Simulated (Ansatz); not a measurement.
# YFeCuSi2, from a guessed structure to a relaxed one

Starting from a made-up structure for YFeCuSi2, the aim is the relaxed cell, its shortest contacts and, where a second run follows, its electronic structure.

Method: DFT, PBEsol, plane-wave PAW, files of the set soft_1, scalar-relativistic, ferromagnetic start, cell and ions relaxed at zero pressure; PAW set soft_1, in the first sound run; inputs show where later runs differ, in Ansatz 0.2.0.

**1. The starting structure**

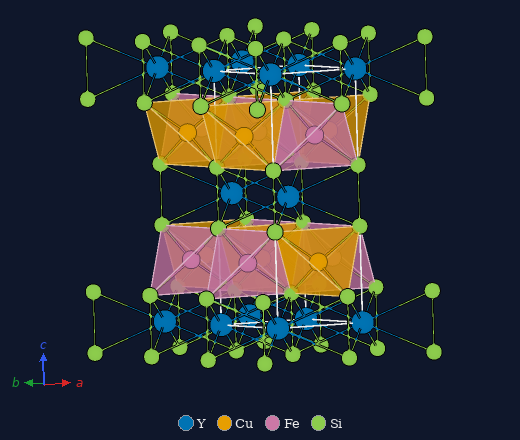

Start, viewed from a free direction; yttrium blue, copper orange, iron pink, silicon green. 1×2×1 cells are drawn. This picture shows the conventional cell, with its axes. Some periodic images of atoms are drawn too.

**2. Relaxing cell and atoms**

The guessed cell has no reason to be at equilibrium. It is relaxed with the atoms, within the space group of the guess.

Contents of input.yaml:

```yaml
crystal:
  lattice:
    - [-1.957, 1.957, 4.8915]
    - [1.957, -1.957, 4.8915]
    - [1.957, 1.957, -4.8915]
  atoms:
    - { symbol: "Y", position: [0.0, 0.0, 0.0] }
    - { symbol: Cu, position: [0.25, 0.75, 0.5], spin: 0.6 }
    - { symbol: Fe, position: [0.75, 0.25, 0.5], spin: 3.0 }
    - { symbol: Si, position: [0.3793, 0.3793, 0.0] }
    - { symbol: Si, position: [0.6207, 0.6207, 0.0] }
magnetization:
  spin_polarized: true
kpoints:
  mp_grid: { grid: [10, 10, 10] }
scf:
  occupations: { method: fermi_dirac, width: 0.05 }
hamiltonian:
  xc: pbesol
  pseudopotentials: { kind: paw, azcp: { folder: soft_1 }, xc_functional: pbe }
relax:
  f_tol: 0.015
  max_steps: 70
  cell: {}
output:
  forces: true
  stress: true
```

On the command line:

```bash
$ ansatz run input.yaml --threads 4 --pin off --max-ram 8192MiB --backend cpu --events-out ev --progress --plain --runs-dir out
```

Numbers of over 12 decimals in the logs are rounded to 6 here.

Log:

```text
basis.fft_grid_basis auto: the FFT boxes are laid along the combinations [[1, 0, 1], [0, 1, 1], [0, 0, 1]] of the cell's own vectors, 3.914, 3.914 and 5.620 Å long. The dense box has 27×27×40 points. Along the cell's own vectors, as sized, it would have 40×40×40, 2.19 times as many. Of the 8 symmetry operations that the crystal satisfies within crystal.symmetry.tolerance (time reversal apart; of a slab, those that ke [...]
Engine: ansatz 0.2.0, aarch64-unknown-linux-gnu
Pseudopotentials: kind: paw
Pseudopotential: Y, paw, valence charge 11, recommended cutoff 420 eV (normal), soft_1/Y.paw.azcp
Pseudopotential: Cu, paw, valence charge 19, recommended cutoff 420 eV (normal), soft_1/Cu.paw.azcp
Pseudopotential: Fe, paw, valence charge 16, recommended cutoff 420 eV (normal), soft_1/Fe.paw.azcp
Pseudopotential: Si, paw, valence charge 4, recommended cutoff 420 eV (normal), soft_1/Si.paw.azcp
Functional definition: PBEsol
  exchange = pbesol_x
  correlation = pbesol_c
Crystal: 5 atoms, lattice volume = 74.935 Å³
Basis set: ecut = 420 eV, 1493 PW (Γ), FFT grids on a1+a3, a2+a3, a3, exchange–correlation on 54×54×80 points (8 copies of the dense FFT grid, shifted against one another)
Bands: 35, of which v1, the nominal top of the filled ones, is band 27 counted from 1 (26 counted from 0)
Symmetry: 8 space group operations
Space group: I-4m2 (ITA 119), of the structure as read, at distance tolerance 4.2e-5 Å
Magnetic group: BNS 119.315 (UNI 975), of the structure as read, at distance tolerance 4.2e-5 Å
k-points: 102 of 1000 (time reversal used)
Non-local potential: Y, projectors of the file, l = 0: 3, l = 1: 2, l = 2: 2, l = 3: 1
Non-local potential: Cu, projectors of the file, l = 0: 3, l = 1: 2, l = 2: 3, l = 3: 1
Non-local potential: Fe, projectors of the file, l = 0: 3, l = 1: 2, l = 2: 3, l = 3: 1
Non-local potential: Si, projectors of the file, l = 0: 2, l = 1: 2, l = 2: 1
PAW form: soft (Blöchl's): semilocal exchange-correlation on the pseudo side does not see the compensation charge
PAW frozen core: Y, regenerated for the run's functional, and the local potential with it (the file was generated under x = pbe(κ = 0.804, μ = 0.219515), c = pbe(β = 0.066725))
PAW frozen core: Cu, regenerated for the run's functional, and the local potential with it (the file was generated under x = pbe(κ = 0.804, μ = 0.219515), c = pbe(β = 0.066725))
PAW frozen core: Fe, regenerated for the run's functional, and the local potential with it (the file was generated under x = pbe(κ = 0.804, μ = 0.219515), c = pbe(β = 0.066725))
PAW frozen core: Si, regenerated for the run's functional, and the local potential with it (the file was generated under x = pbe(κ = 0.804, μ = 0.219515), c = pbe(β = 0.066725))
PAW one-centre angular grid: Y, 590 points (default); XC on 64 Gauss nodes
PAW one-centre angular grid: Cu, 590 points (default); XC on 64 Gauss nodes
PAW one-centre angular grid: Fe, 590 points (default); XC on 64 Gauss nodes
PAW one-centre angular grid: Si, 110 points (default); XC on 64 Gauss nodes
Initial density: superposition of atomic densities (chi_scale 0.1, normalization cell, long waves kept (reshape's long-wave potential 0.00 eV rms))
Starting moments: Σ|m| = 3.6 μB on 2 of 5 sites
Initial wavefunctions: pseudopotential atomic-orbital guess
Functional: x = pbesol(κ = 0.804, μ = 0.123457), c = pbesol(β = 0.046)
SCF iter   1: F=—  HF=-16090.182880 eV  |F-HF|=—  |Δ(HF+E_count)|=         —  Δρ=3.18e-1 (↑3.05e-1 ↓3.18e-1)  dr2=2.42e2  dr2_m=4.08e-1  M=2.391 μB ∫|m|=2.797 μB  β_m=0.30  ethr=3.10e-3  ⟨swp⟩=6.2  Hψ=29450  notcnv=0  defer=2
Mixer restart at iter 1: flushing history
preconditioner: auto → Kerker (q_TF=auto, 2.583 Å⁻¹)  [metal: Δε(μ)=0.003 eV  Ē_g=9.708 eV  σ=0.050 eV  W_gap=0.02  n_scr=24 (ndim 8)  ℏωp=25.7 eV  f_vac=0.000  D(μ)=6.65/eV (n_scr^D=78)]
spin=Collinear: Kerker preconditioning applied to the charge; magnetization (m = ρ↑ − ρ↓) channel mixes plain (no charge-response kernel on spin).
SCF iter   2: F=—  HF=-16090.338339 eV  |F-HF|=—  |Δ(HF+E_count)|=   1.55e-1  Δρ=1.44e-1 (↑1.35e-1 ↓1.44e-1)  dr2=2.91e1  dr2_m=8.90e-2  M=2.708 μB ∫|m|=2.894 μB  β_m=0.26  ethr=3.10e-3  ⟨swp⟩=4.0  Hψ=24198  notcnv=0  defer=189
SCF iter   3: F=—  HF=-16079.262981 eV  |F-HF|=—  |Δ(HF+E_count)|=    1.11e1  Δρ=6.28e-2 (↑5.80e-2 ↓6.28e-2)  dr2=5.13e0  dr2_m=6.64e-2  M=2.618 μB ∫|m|=2.832 μB  β_m=0.36  ethr=3.10e-3  ⟨swp⟩=4.0  Hψ=20411  notcnv=0  defer=326
SCF iter   4: F=—  HF=-16078.165004 eV  |F-HF|=—  |Δ(HF+E_count)|=    1.10e0  Δρ=1.94e-2 (↑1.25e-2 ↓1.94e-2)  dr2=5.97e-1  dr2_m=6.92e-2  M=2.452 μB ∫|m|=2.718 μB  β_m=0.68  ethr=3.10e-3  ⟨swp⟩=2.2  Hψ=15610  notcnv=0  defer=329
SCF iter   5: F=—  HF=-16078.904084 eV  |F-HF|=—  |Δ(HF+E_count)|=   7.39e-1  Δρ=2.41e-2 (↑2.41e-2 ↓2.36e-2)  dr2=7.66e-1  dr2_m=8.51e-2  M=2.198 μB ∫|m|=2.498 μB  β_m=0.84  ethr=1.11e-3  ⟨swp⟩=2.8  Hψ=15046  notcnv=0  defer=330
SCF iter   6: F=—  HF=-16079.151360 eV  |F-HF|=—  |Δ(HF+E_count)|=   2.47e-1  Δρ=2.93e-2 (↑2.26e-2 ↓2.93e-2)  dr2=1.57e0  dr2_m=1.33e-2  M=1.993 μB ∫|m|=2.272 μB  β_m=0.69  ethr=1.11e-3  ⟨swp⟩=2.3  Hψ=14987  notcnv=0  defer=341
SCF iter   7: F=—  HF=-16078.969457 eV  |F-HF|=—  |Δ(HF+E_count)|=         —  Δρ=2.09e-2 (↑2.09e-2 ↓4.09e-3)  dr2=3.96e-1  dr2_m=6.86e-2  M=1.594 μB ∫|m|=1.857 μB  β_m=0.69  ethr=1.11e-3  ⟨swp⟩=3.0  Hψ=15052  notcnv=0  defer=345
Mixer restart at iter 7: flushing history
SCF iter   8: F=—  HF=-16079.009957 eV  |F-HF|=—  |Δ(HF+E_count)|=   4.05e-2  Δρ=1.40e-2 (↑1.10e-2 ↓1.40e-2)  dr2=2.88e-1  dr2_m=2.40e-3  M=1.603 μB ∫|m|=1.862 μB  β_m=0.57  ethr=7.33e-4  ⟨swp⟩=2.6  Hψ=15261  notcnv=0  defer=342
SCF iter   9: F=—  HF=-16078.949152 eV  |F-HF|=—  |Δ(HF+E_count)|=   6.08e-2  Δρ=4.82e-3 (↑4.82e-3 ↓2.43e-3)  dr2=4.14e-2  dr2_m=3.46e-3  M=1.594 μB ∫|m|=1.846 μB  β_m=0.57  ethr=5.33e-4  ⟨swp⟩=2.2  Hψ=13798  notcnv=0  defer=341
SCF iter  10: F=—  HF=-16078.949706 eV  |F-HF|=—  |Δ(HF+E_count)|=   5.54e-4  Δρ=5.46e-3 (↑5.46e-3 ↓4.77e-3)  dr2=3.08e-2  dr2_m=4.40e-3  M=1.564 μB ∫|m|=1.815 μB  β_m=0.44  ethr=7.67e-5  ⟨swp⟩=2.0  Hψ=11775  notcnv=0  defer=338
SCF iter  11: F=—  HF=-16078.942969 eV  |F-HF|=—  |Δ(HF+E_count)|=   6.74e-3  Δρ=2.03e-3 (↑1.21e-3 ↓2.03e-3)  dr2=3.04e-3  dr2_m=5.60e-4  M=1.566 μB ∫|m|=1.813 μB  β_m=0.72  ethr=5.70e-5  ⟨swp⟩=2.0  Hψ=11593  notcnv=0  defer=338
SCF iter  12: F=—  HF=-16078.943504 eV  |F-HF|=—  |Δ(HF+E_count)|=   5.35e-4  Δρ=8.70e-4 (↑5.51e-4 ↓8.70e-4)  dr2=1.38e-3  dr2_m=9.51e-5  M=1.546 μB ∫|m|=1.787 μB  β_m=0.78  ethr=5.64e-6  ⟨swp⟩=2.2  Hψ=9294  notcnv=0  defer=338
[...]
SCF iter   6: F=—  HF=-16078.954601 eV  |F-HF|=—  |Δ(HF+E_count)|=   3.37e-5  Δρ=2.09e-4 (↑2.09e-4 ↓2.03e-4)  dr2=2.32e-5  dr2_m=2.52e-5  M=1.500 μB ∫|m|=1.723 μB  β_m=0.90  ethr=2.23e-7  ⟨swp⟩=2.0  Hψ=9746  notcnv=0
SCF iter   7: F=—  HF=-16078.954594 eV  |F-HF|=—  |Δ(HF+E_count)|=   6.66e-6  Δρ=4.10e-5 (↑1.60e-5 ↓4.10e-5)  dr2=1.93e-6  dr2_m=1.72e-7  M=1.497 μB ∫|m|=1.719 μB  β_m=0.87  ethr=4.30e-8  ⟨swp⟩=2.0  Hψ=10280  notcnv=0
SCF iter   8: F=—  HF=-16078.954596 eV  |F-HF|=—  |Δ(HF+E_count)|=   1.81e-6  Δρ=2.44e-5 (↑1.21e-5 ↓2.44e-5)  dr2=9.19e-7  dr2_m=3.17e-8  M=1.497 μB ∫|m|=1.720 μB  β_m=0.94  ethr=3.57e-9  ⟨swp⟩=2.0  Hψ=8783  notcnv=0
SCF iter   9: F=—  HF=-16078.954596 eV  |F-HF|=—  |Δ(HF+E_count)|=   7.73e-7  Δρ=2.84e-6 (↑1.90e-6 ↓2.84e-6)  dr2=1.69e-8  dr2_m=2.14e-10  M=1.498 μB ∫|m|=1.721 μB  β_m=0.88  ethr=1.70e-9  ⟨swp⟩=2.0  Hψ=11009  notcnv=0
SCF iter  10: F=-16078.954596 eV  HF=-16078.954597 eV  |F-HF|=1.20e-7  |Δ(HF+E_count)|=   3.70e-8  Δρ=8.15e-6 (↑3.19e-6 ↓8.15e-6)  dr2=1.24e-7  dr2_m=4.45e-9  M=1.498 μB ∫|m|=1.721 μB  ethr=3.13e-11  ⟨swp⟩=1.0  Hψ=20524  notcnv=0
SCF 3 converged in 10 iterations: F = -16078.954596 eV  dr2 = 1.24e-7
relax step   3: F+E_penalty+E_count = -16078.95459639 eV  Δ(F+E_penalty+E_count) = -3.115e-3 eV  max|allowed force component| = 5.356e-4 eV/Å  Δτ_max = 0.0127 Å  P = +0.270 GPa  Ω = 74.779 Å³  energy of the carried Pulay correction = +4.293e-5 eV  (10 SCF iters, dr2 threshold 5.00e-7 eV, accepted)
[...]
relax step   4: F+E_penalty+E_count = -16078.95468220 eV  Δ(F+E_penalty+E_count) = -8.580e-5 eV  max|allowed force component| = 6.449e-4 eV/Å  Δτ_max = 0.0002 Å  P = +0.006 GPa  Ω = 74.926 Å³  energy of the carried Pulay correction = +2.480e-6 eV  (10 SCF iters, dr2 threshold 2.10e-7 eV, accepted)
Initial wavefunctions: pseudopotential atomic-orbital guess (no wavefunctions were taken with the density)
iter 1 solved again at ethr=5.10e-7 eV; its pass at ethr=3.10e-3 eV (dr2=2.75e-4 eV) is discarded
SCF iter   1: F=—  HF=-16078.954682 eV  |F-HF|=—  |Δ(HF+E_count)|=         —  Δρ=1.39e-6 (↑1.39e-6 ↓1.31e-6)  dr2=3.33e-9  dr2_m=4.39e-11  M=1.504 μB ∫|m|=1.729 μB  β_m=0.65  ethr=5.10e-7  ⟨swp⟩=3.0  Hψ=47545  notcnv=0
eigensolver tolerance schedule: the retry pair's looser diagonalisation over-reported the residual by 82692.41 of it (diagonalisation noise at an unbounded share of the residual, at the tolerance the schedule requests for it); recorded, not acted on — ethr = c·dr2/N_el stays at c = 1.0e-1
preconditioner: auto → Kerker (q_TF=auto, 2.333 Å⁻¹)  [metal: Δε(μ)=0.004 eV  Ē_g=10.046 eV  σ=0.050 eV  W_gap=0.02  n_scr=14 (ndim 8)  ℏωp=25.7 eV  f_vac=0.000  D(μ)=2.68/eV (n_scr^D=22)]
spin=Collinear: Kerker preconditioning applied to the charge; magnetization (m = ρ↑ − ρ↓) channel mixes plain (no charge-response kernel on spin).
SCF iter   2: F=—  HF=-16078.954680 eV  |F-HF|=—  |Δ(HF+E_count)|=   1.53e-6  Δρ=2.20e-6 (↑2.10e-6 ↓2.20e-6)  dr2=6.11e-9  dr2_m=7.78e-10  M=1.504 μB ∫|m|=1.729 μB  β_m=0.30  ethr=6.17e-12  ⟨swp⟩=3.1  Hψ=16467  notcnv=0
SCF iter   3: F=—  HF=-16078.954680 eV  |F-HF|=—  |Δ(HF+E_count)|=   1.48e-9  Δρ=8.50e-7 (↑5.22e-7 ↓8.50e-7)  dr2=6.88e-10  dr2_m=2.29e-10  M=1.504 μB ∫|m|=1.729 μB  β_m=0.50  ethr=6.17e-12  ⟨swp⟩=2.0  Hψ=9680  notcnv=0
SCF iter   4: F=—  HF=-16078.954680 eV  |F-HF|=—  |Δ(HF+E_count)|=  6.20e-10  Δρ=7.89e-7 (↑5.54e-7 ↓7.89e-7)  dr2=4.98e-10  dr2_m=2.51e-10  M=1.504 μB ∫|m|=1.729 μB  β_m=0.75  ethr=1.27e-12  ⟨swp⟩=2.0  Hψ=8022  notcnv=0
SCF iter   5: F=—  HF=-16078.954680 eV  |F-HF|=—  |Δ(HF+E_count)|=  7.59e-10  Δρ=3.54e-7 (↑2.09e-7 ↓3.54e-7)  dr2=1.01e-10  dr2_m=4.02e-11  M=1.504 μB ∫|m|=1.729 μB  β_m=0.87  ethr=1.00e-12  ⟨swp⟩=2.1  Hψ=10871  notcnv=0
SCF iter   6: F=—  HF=-16078.954680 eV  |F-HF|=—  |Δ(HF+E_count)|=  3.66e-10  Δρ=6.24e-7 (↑4.68e-7 ↓6.24e-7)  dr2=6.82e-10  dr2_m=6.85e-12  M=1.504 μB ∫|m|=1.729 μB  β_m=0.71  ethr=1.00e-12  ⟨swp⟩=2.0  Hψ=11077  notcnv=0  recentre
SCF iter   7: F=—  HF=-16078.954680 eV  |F-HF|=—  |Δ(HF+E_count)|=  3.37e-10  Δρ=1.13e-7 (↑1.13e-7 ↓1.03e-7)  dr2=2.04e-11  dr2_m=9.16e-13  M=1.504 μB ∫|m|=1.729 μB  β_m=0.85  ethr=1.00e-12  ⟨swp⟩=2.0  Hψ=10931  notcnv=0
SCF iter   8: F=-16078.954680 eV  HF=-16078.954680 eV  |F-HF|=3.46e-11  |Δ(HF+E_count)|=  3.09e-11  Δρ=1.30e-7 (↑8.42e-8 ↓1.30e-7)  dr2=3.55e-11  dr2_m=4.74e-13  M=1.504 μB ∫|m|=1.729 μB  ethr=1.00e-12  ⟨swp⟩=3.0  Hψ=22474  notcnv=0
SCF 5 converged in 8 iterations: F = -16078.954680 eV  dr2 = 3.55e-11
relax step   5: F+E_penalty+E_count = -16078.95468028 eV  Δ(F+E_penalty+E_count) = +1.918e-6 eV  max|allowed force component| = 5.077e-4 eV/Å  Δτ_max = 0.0000 Å  P = +0.006 GPa  Ω = 74.926 Å³  stress off target by 1.13e-2 GPa  SCF on the basis re-selected at this cell (its energy is not comparable with the rows above)  (8 SCF iters)
basis re-selected at this cell: Δ(F+E_penalty+E_count) = +1.918e-6 eV, ΔP = -0.000 GPa vs the last step (what re-selecting the basis moved, of the pressure what is left beyond the Pulay correction that the steps carried, after the strain that the cell walked since its last selection, with what the two solves' SCF thresholds leave and, on support functions, any second-order correction that the steps lacked; it is no m [...]
SCF converged after 8 iterations
Magnetization: 1.5044 μB (27.7522 up, 26.2478 down)
Absolute magnetization: 1.7293 μB (∫|ρ↑−ρ↓|, with the PAW one-centre terms)
Spin contamination: 0.0831 ħ² per cell (⟨S²⟩ above its minimum at these occupations)
Per-site moments (μB) at R_I (Å): [(0.025136, 1.245631), (0.057805, 0.955551), (1.343464, 0.955551), (-0.010178, 0.955551), (-0.010178, 0.955551)]
Free energy (F): -16078.954680 eV
Harris-Foulkes:  -16078.954680 eV  (|F-HF|=3.46e-11)
Internal energy: -16078.932015 eV  (E = F + TS)
E sigma→0 (E₀):  -16078.943348 eV
Entropy (-TS):   -0.022665 eV (-4.533 meV/atom)
Fermi energy:    13.431858 eV
--- Per-component energies (eV) ---
  E_band       = -740.537200
  E_kinetic    = 1001.973085
  E_local      = -9592.488418  (includes V_loc(G=0)·N_el)
  E_nonlocal   = 1247.874978
  E_hartree    = 4119.569816
  E_xc         = -474.147042
  E_vxc        = -539.850953  (∫ρ·V_xc dr)
  E_paw        = -6883.329574  (= ΣΔE_a)
  E_vpaw       = -1097.185812  (= ΣTr[D̂ρ^β])
  E_aug_tail   = 0.000079  (compensation charges beyond the density's cutoff)
  E_ewald      = -5498.982239
  E_core_change = 0.597299  (= ΣΔE_core)
  E_smearing   = -0.022665  (= −TS)
  E_closure    = 0.000000  (closes the sum)
  Σ components = -16078.954680   (vs F -16078.954680, Δ=0.00e0)
--- Forces (eV/Å), atoms counted from 1 ---
  atom   1  Y      0.00000000    -0.00000000     0.00000000
  atom   2  Cu     0.00000000     0.00000000     0.00000000
  atom   3  Fe    -0.00000000     0.00000000     0.00000000
  atom   4  Si     0.00000000     0.00000000    -0.00050771
  atom   5  Si    -0.00000000     0.00000000     0.00050771
  max |Σ_I F_I| component: 2.08e-17 eV/Å
--- Stress (GPa, compression-positive) ---
        0.003431       0.000000       0.000000
        0.000000       0.003431       0.000000
        0.000000       0.000000       0.011300
  P = ⅓ Tr σ = 0.0061 GPa (0.061 kbar)
--- Relaxed structure (4 steps of the walk, 4 accepted, 1 SCFs on fresh bases) ---
  F+E_penalty+E_count = -16078.95468028 eV   max|allowed force component| = 5.077e-4 eV/Å   (the final SCF, on the basis selected at the relaxed cell)
  cell:  # Å, volume = 74.9258 Å³
    - [-1.957806, 1.957806, 4.886887]
    - [1.957806, -1.957806, 4.886887]
    - [1.957806, 1.957806, -4.886887]
  atoms:
    - { symbol: Y, position: [0, 0, 0] }
    - { symbol: Cu, position: [0.250000, 0.75, 0.500000] }
    - { symbol: Fe, position: [0.75, 0.250000, 0.500000] }
    - { symbol: Si, position: [0.376685, 0.376685, 2.3834911866910366e-19] }
    - { symbol: Si, position: [0.623315, 0.623315, 0] }
```

Run time: 72 s. Hardware: 4 threads of Arm Neoverse V2, shared host; peak memory 0.68 GiB.

Step by step:

```csv
step,energy less that of the first step (eV),largest force component (eV/Å),pressure (GPa),volume (Å³)
1,0.0000,0.4584,-0.19,74.93
2,-0.0081,0.2300,-0.43,75.10
3,-0.0112,0.0005,0.27,74.78
4,-0.0113,0.0006,0.01,74.93
5*,-0.0113,0.0005,0.01,74.93
```

Relaxation steps marked * repeat the geometry before them on a plane-wave basis chosen anew for their cell, so energy and pressure can jump there.

Forces are held to the 8 operations that the run works with; a distortion that breaks them can't arise in this run.

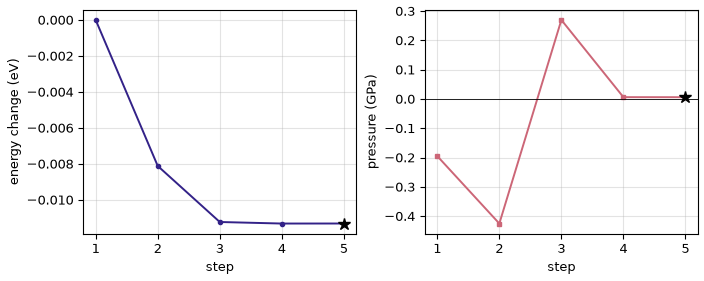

Energy and pressure along the relaxation. Stars mark steps on a basis chosen anew.

```csv
"conventional cell, symmetrised",before,after,change
a (Å),3.914,3.916,+0.0 %
b (Å),3.914,3.916,+0.0 %
c (Å),9.783,9.774,-0.1 %
volume (Å³/atom),14.99,14.99,-0.0 %
```

The atoms that moved most (Å, as changes of fractional coordinates times the final cell):

```csv
atom,dx,dy,dz,length
Si5,0.000,0.000,0.026,0.026
Si4,0.000,0.000,-0.026,0.026
```

Final coordinates:

```xyz
5
Lattice="-1.9578 1.9578 4.8869 1.9578 -1.9578 4.8869 1.9578 1.9578 -4.8869" Properties=species:S:1:pos:R:3 pbc="T T T"
Y     0.0000    0.0000    0.0000
Cu    1.9578    0.0000    2.4434
Fe    0.0000    1.9578    2.4434
Si    0.0000    0.0000    3.6816
Si    0.0000    0.0000    6.0921
```

Numbers from this step:

```yaml
free_energy: -16078.9547 eV
energy_at_zero_smearing: -16078.9433 eV
smearing_term_ts: 0.02267 eV
fermi_energy: 13.43 eV
magnetization: 1.504 μB
absolute_magnetization: 1.729 μB
site_moments: 0.02514, 0.05781, 1.343, -0.01018, -0.01018 μB
electrons: 54
symmetry_operations: 8
pressure: 0.006054 GPa
```

Site moment by atom:

```csv
atom,site moment (μB)
Y1,0.03
Cu2,0.06
Fe3,1.34
Si4,-0.01
Si5,-0.01
```

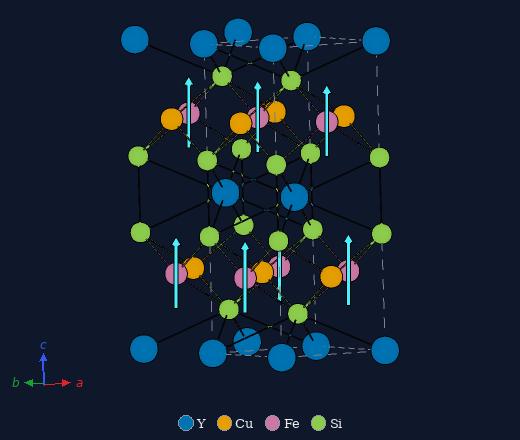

Site moment as arrows, the longest 1.34 μB. Up and down stand for the sign. Arrows give size and sign along the axis of quantisation, drawn up and down the page. 1×2×1 conventional cells are drawn. Some periodic images of atoms are drawn too.

Shortest distances by pair of elements, guess and relaxed (not always the same contact):

```csv
pair,guess (Å),relaxed (Å)
Cu–Si,2.330,2.316
Fe–Si,2.330,2.316
Si–Si,2.362,2.411
Cu–Fe,2.768,2.769
Si–Y,3.009,3.020
```

The relaxation ends with a largest force component of 5.1e-4 eV/Å and a pressure of 0.01 GPa.

(Continued in part 2 of 2.)

[Logs are printed without paths, hosts, clocks, repeated set-up lines and the standing remarks that a program may print on its own settings, such as how far it seeks lower states.]

[Hosts, paths, dates, database ids (printed as entryN), source tags and the programs' standing remarks are cut or masked in the printed files.]
